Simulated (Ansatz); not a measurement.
**Ligand exchange: BH(CH3)F + GeH3F → BHF2 + GeH3(CH3)**

Species: BH(CH3)F, singlet; GeH3F (fluorogermane) `[F][GeH3]`, singlet; BHF2 `FBF`, singlet; GeH3(CH3) (methyl germane), singlet. The partners trade CH3 for F: B–CH3 and Ge–F bonds give way to B–F and Ge–CH3.

Shapes, held fixed at every level: PBE0-D4/def2-TZVP. Programs: Ansatz 0.2.0. The zero-point and thermal change to 298 K, harmonic and unscaled (PBE0-D4/def2-TZVP), is +1.8 kJ/mol.

```tsv
level	kind	ΔH(298 K) (kJ/mol)	less CCSD(T)/def2-TZVPP
PBE-D4/def2-TZVPP	GGA	-78.3	+7.6
BHLYP-D4/def2-TZVPP	global hybrid	-78.6	+7.3
wB97M-V/def2-TZVPP	range-separated hybrid	-78.5	+7.4
B2PLYP/def2-TZVPP	double hybrid	-78.9	+7.0
MP2/def2-SVP	perturbation theory	-91.6	-5.7
MP2/def2-TZVPP	perturbation theory	-87.0	-1.1
CCSD/def2-TZVPP	coupled cluster or CI	-84.8	+1.1
CCSD(T)/def2-TZVPP	coupled cluster or CI	-85.9	0.0
```

The highest level, CCSD(T)/def2-TZVPP, gives ΔH(298 K) = -85.9 kJ/mol; the levels span -91.6 to -78.3. The column of differences is taken from that level and isn't an error. No measured value is set beside it here. Relativity is left out for Ge. Outer-core shells of Ge are correlated in most correlated rows, in sets that cover them unevenly.

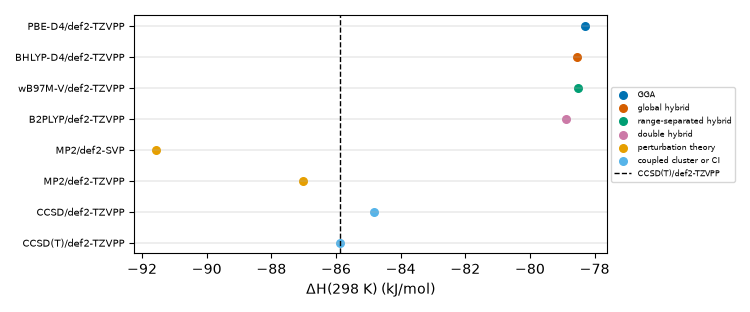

The values of the table, level by level.
